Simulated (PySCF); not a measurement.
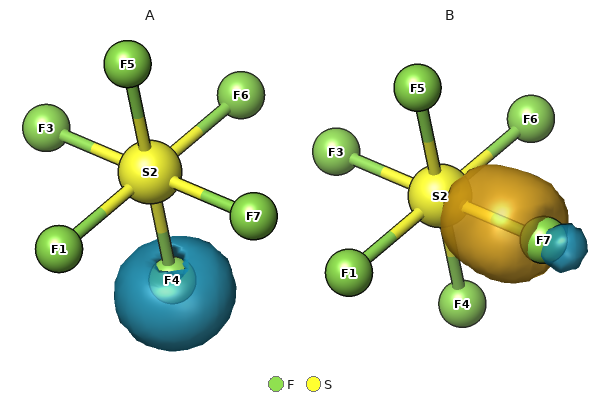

Figure 1: F$_{6}$S, SMILES `FS(F)(F)(F)(F)F`. Intrinsic bond orbitals (IBO), occupied; each surface holds about 80 % of the orbital's density. Energies are diagonal elements of the Fock matrix.

Level of theory: M06-2X/6-31G* (PySCF), at a geometry from GFN2-xTB. No frequency check shows the geometry to be a minimum. GFN2-xTB bond lengths at metals and heavier atoms can be off by up to 0.1 Å and shapes distorted, which carries into these values.

Geometry (Å), atoms numbered from 1:

```
F1      -1.0660   -0.5662    1.0353
S2       0.0001    0.0000   -0.0000
F3      -1.1423    0.1439   -1.0971
F4       0.2968   -1.4791   -0.5031
F5      -0.2970    1.4792    0.5031
F6       1.0662    0.5662   -1.0354
F7       1.1422   -0.1440    1.0972
```

**What does each orbital represent in a Lewis picture?**

By panel:
- A: lone pair on F4 (s-type) (F4 100 %; −31.0 eV)
- B: σ bond F7–S2 (F7 73 %, S2 26 %; −27.3 eV)

The PySCF run took 18 s on 1 thread of Arm Neoverse V1, on a shared host, peak memory 0.51 GiB.
